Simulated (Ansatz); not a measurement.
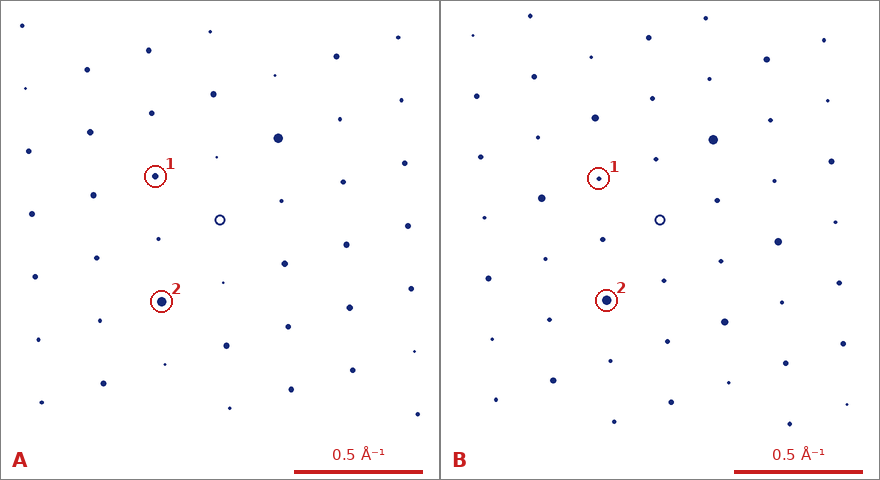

Kinematic electron diffraction patterns (120 kV, B = 0.5 Å², same scale) along [1-10] of the run's own cell, for the start and the end of one relaxation of Na3Sb2 with DFT, PAW plane waves, pbe (Ansatz 0.2.0). k mesh 4×4×3. The start is a generated model structure, and the relaxation ends in the nearest stationary point of its symmetry, not necessarily the ground state. Spot 1 is -1 -1 -2 and spot 2 is 1 1 -2 in both.

Start structure:

```yaml
crystal:
  lattice:
    - [4.35830, 4.46326, 0.00000]
    - [4.35830, -4.46326, 0.00000]
    - [2.30207, 0.00000, -8.46718]
  atoms:
    - { symbol: Sb, position: [0.87770, 0.31344, 0.83960] }
    - { symbol: Sb, position: [0.68656, 0.12230, 0.66040] }
    - { symbol: Sb, position: [0.12230, 0.68656, 0.16040] }
    - { symbol: Sb, position: [0.31344, 0.87770, 0.33960] }
    - { symbol: Na, position: [0.75921, 0.66429, 0.51484] }
    - { symbol: Na, position: [0.33571, 0.24079, 0.98516] }
    - { symbol: Na, position: [0.24079, 0.33571, 0.48516] }
    - { symbol: Na, position: [0.66429, 0.75921, 0.01484] }
    - { symbol: Na, position: [0.16063, 0.83937, 0.75000] }
    - { symbol: Na, position: [0.83937, 0.16063, 0.25000] }
```

### Which pattern belongs to the start structure, and which to the relaxed one?

B is the start: its cell gives d(1) = 3.474 Å, d(2) = 2.656 Å and an angle of 90.4°. A is the relaxed structure, with d(1) = 3.271 Å (-5.9 %), d(2) = 2.548 Å (-4.0 %) and 88.5°.

### Name reflections whose intensity changes strongly on relaxation.

2 2 4 goes from 2.1 to 24 % of the strongest spot; 3 3 2 goes from 0.9 to 13 % of the strongest spot; 1 1 2 goes from 5.8 to 23 % of the strongest spot.

### Summarise the relaxation behind the change.

The volume changed by -11.0 % to 29.31 Å³ an atom; with the mean shift removed, the atoms moved by up to 0.23 Å relative to the cell (Sb most); the space group stayed C2/c (No. 15); the free energy fell by 99 meV an atom. Relaxed cell: a = 6.078 Å, b = 6.078 Å, c = 8.191 Å, α = 80.27°, β = 80.27°, γ = 92.62°.
